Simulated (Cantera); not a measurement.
Input: 1 mol SiH2Cl2, 3.2 mol HCl, 110 mol H2, held at 650 Pa.

Method: chemical equilibrium by Gibbs-energy minimisation in Cantera with the NASA 1993 tables (ideal gas, pure condensed phases). Candidate condensed phases: Si; 19 gas species. The tables' values for SiCl3, SiCl are old estimates; treat these amounts as uncertain. The numbers say what is thermodynamically allowed, not how fast it happens.

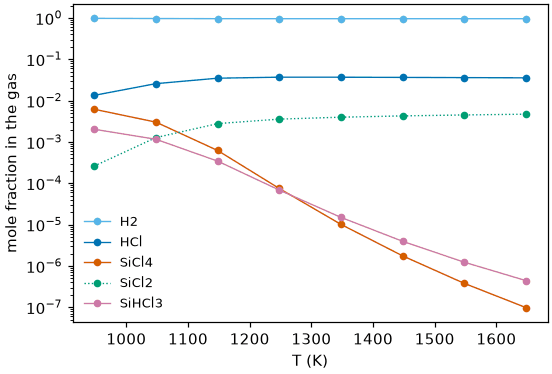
Figure. Equilibrium gas composition (values under 1e-9 drawn at 1e-9)

At 948 K nothing is condensed. From 1048 K to 1648 K the condensed part is Si(s). The main Si-bearing gas is SiCl4 at 948 K and SiCl2 at 1648 K. The share of Si in condensed phases is highest at 1248 K (55.0 %) and lowest at 948 K (0.0 %).
